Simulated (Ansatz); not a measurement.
## Molecular dynamics of CH₁₂O₂Si₄ (part 4 of 4)

Continued. System: CH₁₂O₂Si₄. Method: RKS revPBE-D4/STO-3G (Ansatz 0.2.0). It belongs to a series of runs on one base structure; here: dynamics from the start.

Geometry of the input (Å):
```
Si -0.0507  -0.1068  -0.2265
O  0.2933  -0.3444  1.4836
C  -0.9627  -0.4458  2.2375
H  -1.6264  -1.2891  1.9031
H  -0.6989  -0.6346  3.3055
H  -1.5845  0.4896  2.2073
O  1.5270  -0.0228  -0.9155
Si 2.5722  -1.3073  -0.4190
H  1.9118  -2.6149  -0.4634
H  3.6811  -1.2982  -1.3669
H  3.1113  -1.1127  0.9276
Si -1.0327  1.9058  -0.6594
H  -2.4158  1.9134  -0.1983
H  -0.3393  3.0081  -0.0049
H  -1.0514  2.1706  -2.0931
Si -1.2962  -1.8635  -1.0259
H  -1.2001  -3.0546  -0.1901
H  -2.7072  -1.5062  -1.1196
H  -0.8536  -2.2327  -2.3655
```

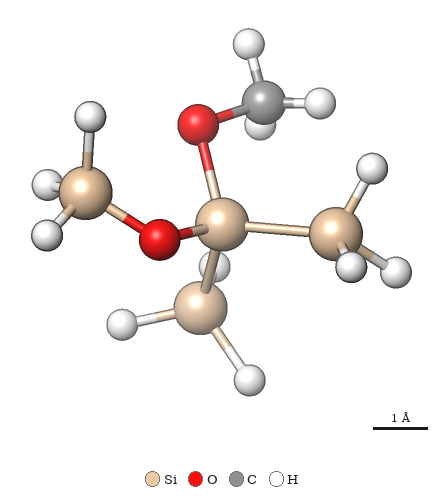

Fig. 1: The geometry at step 124 of the log (ball-and-stick view, seen at a tilt).

Trajectory as extended XYZ, continued:
```
19
Properties=species:S:1:pos:R:3:forces:R:3 step=98 time_fs=49.0 energy=-36395.04035 temperature=878.8
Si    0.0018   -0.2137   -0.2429   -2.9041  -0.0534   3.2436
O     0.3432   -0.4375    1.5846    2.1251  -1.7691  -1.5348
C    -0.8606   -0.2331    2.3651   -3.0416  -0.0242  -4.5825
H    -1.8143   -0.8838    2.0288    1.7715   0.7110   0.7310
H    -0.8116   -0.2937    3.4343    0.8903  -0.0196   1.6428
H    -1.1005    0.7685    1.9611   -1.4850   1.0615   1.3976
O     1.4091   -0.1042   -1.1289    1.9893  -0.5180   0.0001
Si    2.5773   -1.1480   -0.3480   -0.4033   1.5491   2.8792
H     1.9481   -2.4129    0.0363    0.0914   0.0539   0.2620
H     3.5466   -1.4368   -1.2571    1.9842  -0.5888  -2.1359
H     3.3600   -0.4197    0.8187   -1.3891  -1.0751  -1.4232
Si   -0.9879    1.8263   -0.5440   -2.6533  -2.9377  -0.3231
H    -2.4612    1.4509   -0.8851    1.7433   0.9898   0.6068
H    -0.8221    2.8453    0.4174    0.0599   0.9073   0.7831
H    -0.3557    2.0988   -1.7521    0.6353   1.0852  -1.6278
Si   -1.3952   -1.8814   -1.1653   -2.3495   1.5618  -2.5261
H    -2.5197   -2.6947   -0.5404    1.3342   0.4940   0.0130
H    -2.3590   -0.9637   -2.1897    2.0246  -1.7145   1.8797
H    -0.6141   -2.7345   -2.1211   -0.4232   0.2870   0.7144
19
Properties=species:S:1:pos:R:3:forces:R:3 step=104 time_fs=52.0 energy=-36395.94230 temperature=1283.5
Si   -0.0207   -0.2094   -0.2650   -1.5976  -0.4446   3.1420
O     0.3496   -0.4599    1.6160    1.8882  -1.5973  -2.4357
C    -0.8600   -0.2400    2.3770   -0.8775   2.6516  -1.1759
H    -1.7687   -0.7862    2.0658   -0.3399  -1.1984   0.3218
H    -0.7703   -0.1630    3.5024    0.4596  -0.6018  -0.7166
H    -1.0966    0.7768    1.9922   -1.1861   0.9480   1.0631
O     1.4406   -0.1464   -1.1169    0.0388   0.3316  -0.0316
Si    2.5833   -1.1398   -0.3415    1.9987  -0.2670  -0.3871
H     2.0392   -2.4397    0.0214   -0.0356  -0.0844   0.4022
H     3.6146   -1.3592   -1.3427   -0.0944  -0.2542  -0.3477
H     3.4113   -0.4472    0.6606   -0.6912  -0.1670   0.4006
Si   -0.9988    1.8280   -0.5429    0.0699   0.0229  -0.9252
H    -2.3705    1.6610   -0.9399   -0.6734  -0.1010   0.3677
H    -0.8784    2.8938    0.4353    0.0570  -0.0659   0.2580
H    -0.4724    2.3303   -1.7992    0.4092   0.1973  -0.0153
Si   -1.4017   -1.8820   -1.1792   -1.5443   1.3864  -1.6963
H    -2.5175   -2.5970   -0.4596    1.2335   0.2025  -0.0568
H    -2.3009   -1.0558   -2.1805    1.4595  -1.1240   1.2180
H    -0.5554   -2.7605   -2.0428   -0.5745   0.1651   0.6147
19
Properties=species:S:1:pos:R:3:forces:R:3 step=111 time_fs=55.5 energy=-36395.17766 temperature=940.3
Si   -0.0529   -0.2063   -0.2787    0.0900  -0.8946   2.5640
O     0.3684   -0.4961    1.6362   -0.2583  -0.2357  -2.7284
C    -0.8658   -0.2224    2.3799    0.3798   4.0926   0.6051
H    -1.7602   -0.8020    2.1404   -0.6309  -1.2733   0.1957
H    -0.6758   -0.0812    3.5158   -0.0294  -1.2435  -1.3448
H    -1.2076    0.8642    2.1365    0.0657  -0.9354   0.0976
O     1.4767   -0.1929   -1.1032   -2.4302   1.3625  -0.1808
Si    2.5975   -1.1321   -0.3363    3.0029  -2.8900  -3.5187
H     2.1432   -2.4752    0.0456   -0.0066   0.2133   0.3080
H     3.6826   -1.2989   -1.4750   -1.6800  -0.1480   1.4102
H     3.4194   -0.4805    0.5410    0.9769   1.2444   2.5060
Si   -1.0110    1.8309   -0.5453    1.3824   3.4320  -1.7415
H    -2.3458    1.8966   -0.9683   -1.8340  -0.7631   0.1719
H    -0.9358    2.9365    0.4799    0.2155  -1.1582  -0.3707
H    -0.5631    2.6079   -1.8458    0.2298  -1.3770   1.8457
Si   -1.4133   -1.8782   -1.2000    3.3260  -0.5570   3.2125
H    -2.3988   -2.4702   -0.3603   -0.2395  -0.6464   0.7446
H    -2.1228   -1.2437   -2.0931   -2.6849   2.4314  -3.6799
H    -0.5394   -2.7823   -1.8931    0.1247  -0.6540  -0.0964
19
Properties=species:S:1:pos:R:3:forces:R:3 step=117 time_fs=58.5 energy=-36395.74084 temperature=1192.4
Si   -0.0805   -0.2065   -0.2818    1.2591  -0.9492   2.0959
O     0.3838   -0.5290    1.6375   -1.8938   0.9756  -2.9392
C    -0.8690   -0.1785    2.3850   -1.6878  -0.2470  -1.3897
H    -1.8032   -0.9234    2.2209    2.0093   1.2685   0.4553
H    -0.5895   -0.1182    3.4263    0.3441  -0.8712   1.6070
H    -1.3076    0.8747    2.2732    0.4179  -0.6052  -0.8940
O     1.4943   -0.2252   -1.0925   -3.7930   1.8495  -0.2727
Si    2.6199   -1.1338   -0.3415    4.2342  -1.6343  -0.1324
H     2.2308   -2.4886    0.0953   -0.0602   0.3300   0.1441
H     3.6039   -1.2626   -1.4762   -0.5907  -0.3433   0.7144
H     3.4835   -0.4210    0.6316   -0.7242  -0.2398   0.2444
Si   -1.0179    1.8437   -0.5531   -1.7371   3.3385  -2.0068
H    -2.4696    2.0285   -0.9709    0.8488  -1.2202   0.8037
H    -0.9658    2.8786    0.4937    0.3597  -0.6896   0.2839
H    -0.6164    2.7329   -1.7351    0.6386  -1.3453   0.9693
Si   -1.4152   -1.8751   -1.2103    1.1844   1.1629   0.8122
H    -2.3026   -2.4101   -0.2190   -0.3862  -0.3865   0.2657
H    -2.1423   -1.2490   -2.2650   -0.5580   0.1854  -0.6002
H    -0.5225   -2.8522   -1.7660    0.1348  -0.5788  -0.1609
19
Properties=species:S:1:pos:R:3:forces:R:3 step=124 time_fs=62.0 energy=-36395.08403 temperature=897.2
Si   -0.1077   -0.2103   -0.2772    2.0441  -0.6229   1.6019
O     0.3888   -0.5605    1.6187   -2.8169   1.8715  -3.1714
C    -0.8832   -0.1304    2.3838    2.0337  -3.3127   1.9661
H    -1.6725   -0.9496    2.3515    0.1991   0.6012  -0.4496
H    -0.4676   -0.2453    3.4397   -0.6498   0.4998  -0.4550
H    -1.3866    0.8424    2.3437    0.1539   0.9392  -0.8413
O     1.4895   -0.2506   -1.0816   -3.6844   1.5488   0.0007
Si    2.6610   -1.1418   -0.3472    1.7065   0.1794   3.9783
H     2.3255   -2.4724    0.1686   -0.1773   0.0527   0.0146
H     3.4785   -1.2605   -1.4339    2.1018  -0.6316  -1.9732
H     3.4876   -0.3745    0.7634   -1.2732  -1.0150  -1.3661
Si   -1.0324    1.8701   -0.5688   -3.0733  -0.0543   0.4794
H    -2.5342    2.0541   -0.8950    1.4943  -1.1086   0.4874
H    -0.9629    2.7449    0.5503    0.3357   0.1436   1.1870
H    -0.6008    2.7597   -1.5319    1.5053   0.8202  -1.9055
Si   -1.4128   -1.8680   -1.2190   -0.7398   0.6641  -0.9602
H    -2.2234   -2.3752   -0.0427    0.1544   0.2968  -1.2974
H    -2.2280   -1.2292   -2.5256    1.3590  -1.4770   2.6620
H    -0.4994   -2.9816   -1.6316   -0.6732   0.6050   0.0425
19
Properties=species:S:1:pos:R:3:forces:R:3 step=130 time_fs=65.0 energy=-36395.60201 temperature=1130.6
Si   -0.1245   -0.2156   -0.2679    2.0685  -0.2257   1.0907
O     0.3771   -0.5770    1.5843   -2.8990   2.0993  -2.7723
C    -0.8818   -0.1104    2.3942    4.3847  -1.1290   2.3122
H    -1.5438   -0.9295    2.4295   -2.5633  -1.7337  -0.8755
H    -0.4096   -0.3160    3.4414   -0.8233   1.6074  -0.9100
H    -1.4304    0.8738    2.3266    0.8161  -0.2919  -0.3534
O     1.4642   -0.2633   -1.0723   -2.2019   0.7440   0.3719
Si    2.7030   -1.1487   -0.3412    0.6681   0.0672   0.6745
H     2.3909   -2.4522    0.2333   -0.2331  -0.2076  -0.1067
H     3.5219   -1.3109   -1.5294    0.6285  -0.1940   0.1679
H     3.3828   -0.4178    0.7677   -0.1187  -0.1455  -0.5925
Si   -1.0539    1.8942   -0.5815    0.4594   0.1681   1.7794
H    -2.4691    1.9754   -0.7862   -0.6826  -0.4257  -0.3675
H    -0.9303    2.6312    0.6894    0.1059  -0.2942  -0.1698
H    -0.4647    2.8249   -1.4913    0.5026   0.0862  -0.8208
Si   -1.4125   -1.8594   -1.2290   -0.1321  -0.2259  -0.1397
H    -2.1494   -2.3244    0.0034   -0.2983   0.2790  -1.3216
H    -2.1906   -1.3361   -2.5277    0.9475  -1.0535   2.2363
H    -0.5333   -3.0472   -1.5161   -0.6290   0.8754  -0.2030
19
Properties=species:S:1:pos:R:3:forces:R:3 step=137 time_fs=68.5 energy=-36395.35224 temperature=1019.3
Si   -0.1362   -0.2226   -0.2530    1.4014   0.3694   0.2922
O     0.3438   -0.5820    1.5259   -2.4060   1.8390  -1.3744
C    -0.8478   -0.1031    2.4227   -0.2942  -3.5087  -2.1011
H    -1.5990   -1.0104    2.4312    0.4106   1.7844  -0.4245
H    -0.4102   -0.2410    3.3873    0.6896   0.8746   2.0613
H    -1.3972    0.8826    2.2689    0.8075  -0.6838  -0.0392
O     1.4206   -0.2734   -1.0590    0.0411  -0.1862   0.5548
Si    2.7538   -1.1573   -0.3329   -1.3134  -1.3254  -3.6231
H     2.4431   -2.4482    0.2946   -0.1609  -0.1120  -0.3731
H     3.6367   -1.3868   -1.6173   -0.8221   0.3993   2.0918
H     3.2634   -0.4639    0.7377    1.4752   1.5896   1.6128
Si   -1.0762    1.9232   -0.5897    3.6298   0.6519   1.7894
H    -2.4726    1.8380   -0.6973   -1.4752   0.1428  -0.7001
H    -0.8834    2.4720    0.8265   -0.2441  -0.1190  -1.4791
H    -0.2691    2.8974   -1.5200   -1.4457  -1.3924   0.9907
Si   -1.4116   -1.8504   -1.2398    3.1644  -0.7426   4.1879
H    -2.1076   -2.2412   -0.0659   -1.5143  -0.2427   0.3540
H    -2.0793   -1.5534   -2.3464   -2.3999   0.9351  -3.2575
H    -0.6286   -3.0438   -1.4065    0.4562  -0.2736  -0.5630
19
Properties=species:S:1:pos:R:3:forces:R:3 step=143 time_fs=71.5 energy=-36395.99264 temperature=1306.1
Si   -0.1416   -0.2274   -0.2391    0.4718   1.0688  -0.5727
O     0.3013   -0.5757    1.4675   -1.3892   1.0371   0.3809
C    -0.8156   -0.1220    2.4365    0.2946  -3.0550  -1.0512
H    -1.6404   -0.9584    2.3929    0.9926   1.3780   0.4419
H    -0.3741   -0.0885    3.4714   -0.1446  -0.0542  -0.4186
H    -1.2989    0.8387    2.2111   -0.0927   0.6562  -0.2083
O     1.3826   -0.2828   -1.0444    1.7308  -0.7333   0.4144
Si    2.7937   -1.1680   -0.3353   -2.1723   0.5167  -0.3781
H     2.4727   -2.4552    0.3148   -0.0578   0.0830  -0.4448
H     3.6745   -1.4203   -1.5212   -0.2291   0.3899   0.9007
H     3.2733   -0.3876    0.8177    0.5311   0.1319  -0.5122
Si   -1.0848    1.9495   -0.5908    0.8127  -1.6417   1.3450
H    -2.5903    1.7334   -0.6834    1.3209   0.7438  -0.5167
H    -0.8627    2.3271    0.8238   -0.2776   0.7206  -0.6374
H    -0.2169    2.8470   -1.4709   -1.3492  -0.6930   0.5527
Si   -1.4023   -1.8445   -1.2378    1.0070  -0.0419   2.0013
H    -2.1981   -2.1864   -0.1115   -1.2759  -0.2413   0.4345
H    -2.1522   -1.6842   -2.4045   -0.9756   0.5107  -1.3000
H    -0.6777   -3.0568   -1.3604    0.8025  -0.7761  -0.4314
19
Properties=species:S:1:pos:R:3:forces:R:3 step=150 time_fs=75.0 energy=-36394.84735 temperature=790.6
Si   -0.1461   -0.2288   -0.2254   -0.5365   1.7874  -1.7565
O     0.2428   -0.5619    1.4026    0.2590  -0.4494   2.2672
C    -0.7733   -0.1644    2.4428    2.1787   3.3619  -0.4834
H    -1.6258   -0.7945    2.3934   -1.6957  -1.9441   0.7490
H    -0.3447    0.0713    3.5241   -0.4660  -1.3643  -2.0825
H    -1.1839    0.8377    2.1292   -0.0185  -0.0544   0.3283
O     1.3505   -0.2988   -1.0247    3.0862  -1.0247   0.0898
Si    2.8308   -1.1779   -0.3386   -4.2084   2.7262   3.6236
H     2.5000   -2.4574    0.2937   -0.0666  -0.0538  -0.1672
H     3.7197   -1.4248   -1.3460    1.7757  -0.1124  -2.0413
H     3.3418   -0.2872    0.8575   -0.2507  -1.1211  -1.8141
Si   -1.0922    1.9729   -0.5866   -1.8710  -4.9954   1.6083
H    -2.6003    1.6908   -0.7232    1.6505   0.9611  -0.3820
H    -0.8654    2.2395    0.7722   -0.0884   1.4137   1.2671
H    -0.2752    2.7377   -1.3793    0.8564   1.6377  -1.7005
Si   -1.3886   -1.8391   -1.2279   -3.1499  -1.8334  -0.9059
H    -2.4175   -2.1432   -0.1393    0.7464   0.1476  -1.0236
H    -2.3225   -1.7756   -2.5908    1.9339   0.3240   2.4336
H    -0.6632   -3.1332   -1.3493   -0.1348   0.5933  -0.0098
```

Results in brief:

```csv
quantity,value
outcome,finished
mean temperature over the second half,1060 K
trajectory,"150 steps, 75 fs"
ensemble,nve
temperature in the input,2000.0 K
time step,0.5 fs
potential energy (last step),−36394.8474 eV
mean-field energy (last step),−36393.3959 eV
largest force (length of the vector) (last step),6.187 eV/Å
wall time,16 min
peak memory,0.13 GiB
```

Notes:

So short a trajectory is not equilibrated.
